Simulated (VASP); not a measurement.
Band structure of CsSnI$_{3}$ (cubic perovskite). These are rev-vdW-DF2, VASP's PBE PAW potentials (set 64) (plane waves; VASP 6.6.1) values and carry that method's errors.

Unless said otherwise, spin-orbit coupling is left out, though it shifts the bands of the heavy elements here.

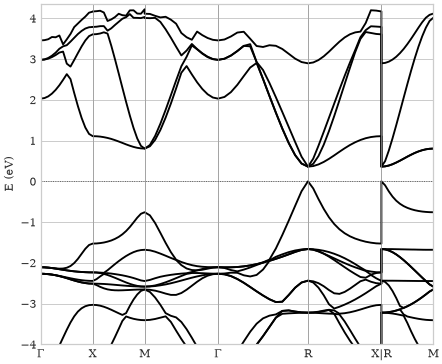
Figure: Bands along high-symmetry lines, zero at the valence-band maximum or, without a gap, the Fermi level

### Question
Read the plot: is there a gap, and where are the band edges?

### Answer
The gap is direct, 0.36 eV, from the valence maximum at R to the conduction minimum at R. (Edges off the drawn lines would not show.)

The compound is CsSnI3 in the cubic perovskite structure, the ideal cubic form; the compound distorts at low or room temperature. It was relaxed first.
